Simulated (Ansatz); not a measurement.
# CH7BOSi: small, medium and large basis sets

How large a basis does CH7BOSi need? Two functionals are run in growing sets.

Program: Ansatz 0.2.0, Gaussian basis. Level of theory: one geometry, several basis sets. These are calculated values, not measurements.

The runs, in order: PBE0-D4/def2-SVP; ωB97M-V/def2-SVP; PBE0-D4/def2-QZVPP; ωB97M-V/def2-QZVPP; the functionals' def2-TZVPP values are taken from earlier runs.

## 1. Structure used throughout

An earlier PBE0-D4 in a triple-zeta def2 set relaxation fixed the geometry.

SMILES `OBC[SiH3]`, 11 atoms, charge 0, spin multiplicity 1.

Atoms are counted from 1 here; the program's logs count them from 0.

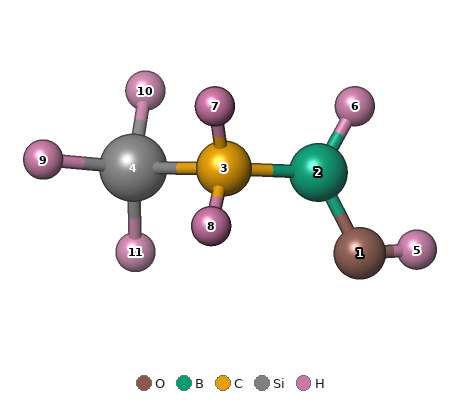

The geometry (oxygen brown, boron teal, carbon amber, silicon grey, hydrogen pink); atoms are numbered from 1 in the order of the file.

As a file:

```xyz
11

O    -0.3380    2.1006    0.5621
B    -0.5537    0.7910    0.8481
C     0.5717   -0.2373    0.5562
Si    0.2998   -1.0764   -1.1042
H    -1.0989    2.6563    0.7438
H    -1.6241    0.4535    1.2873
H     0.5784   -1.0412    1.2993
H     1.5600    0.2319    0.5236
H     1.3477   -2.1044   -1.3455
H    -1.0274   -1.7483   -1.1412
H     0.3497   -0.0826   -2.2090
```

## 2. PBE0-D4 in def2-SVP

in.yaml

```yaml
crystal:
  periodic: [false, false, false]
  atoms:
    - {symbol: O, position_ang: [-0.338007, 2.100564, 0.562085]}
    - {symbol: B, position_ang: [-0.553664, 0.790965, 0.848107]}
    - {symbol: C, position_ang: [0.571700, -0.237281, 0.556220]}
    - {symbol: Si, position_ang: [0.299841, -1.076437, -1.104222]}
    - {symbol: H, position_ang: [-1.098860, 2.656331, 0.743779]}
    - {symbol: H, position_ang: [-1.624133, 0.453535, 1.287316]}
    - {symbol: H, position_ang: [0.578437, -1.041228, 1.299305]}
    - {symbol: H, position_ang: [1.559975, 0.231934, 0.523562]}
    - {symbol: H, position_ang: [1.347718, -2.104374, -1.345451]}
    - {symbol: H, position_ang: [-1.027430, -1.748293, -1.141197]}
    - {symbol: H, position_ang: [0.349724, -0.082614, -2.209003]}
basis:
  gaussian: {orbitals: def2-SVP}
hamiltonian: {xc: pbe0, dispersion: d4}
output: {orbitals: {seedname: orbitals}}
```

The run is started by

```sh
$ ansatz run in.yaml --threads 2 --pin off --events-out ev --progress --plain --max-ram 4352MiB
```

The runs that follow: ωB97M-V in def2-SVP; PBE0-D4 in def2-QZVPP; ωB97M-V in def2-QZVPP.

Q: Predict the results of all the runs planned. Wanted: PBE0-D4: double and triple zeta above quadruple; ωB97M-V: double and triple zeta above quadruple.

As calculated:

| quantity | value |
| --- | --- |
| PBE0-D4: double and triple zeta above quadruple | 7.69, 0.50 eV |
| ωB97M-V: double and triple zeta above quadruple | 7.88, 0.47 eV |

**Reading.** For PBE0-D4 the step from double to triple zeta gains 7.19 eV and the next only 0.50 eV. Total energies overstate the basis error of differences, where much of it tends to cancel. The LUMO of ωB97M-V is positive and keeps falling with the basis (2.11 to 1.33 eV): an unbound level that the basis holds in place.
